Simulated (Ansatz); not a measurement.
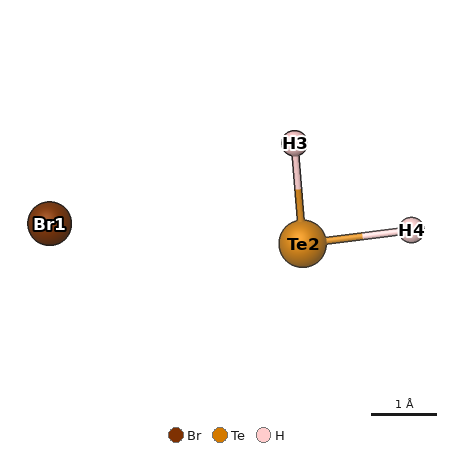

The picture comes from a calculation with Ansatz.

Orthographic view. Atoms fade into the background with distance from the viewer. The species has charge −1 and is a spin singlet. Geometry: a pair of rigid molecules at a changed separation.

List all interatomic distances (Å) as a matrix.

| atom | Br1 | Te2 | H3 | H4 |
| --- | --- | --- | --- | --- |
| Br1 | 0.00 |  |  |  |
| Te2 | 3.97 | 0.00 |  |  |
| H3 | 4.04 | 1.65 | 0.00 |  |
| H4 | 5.66 | 1.71 | 2.33 | 0.00 |
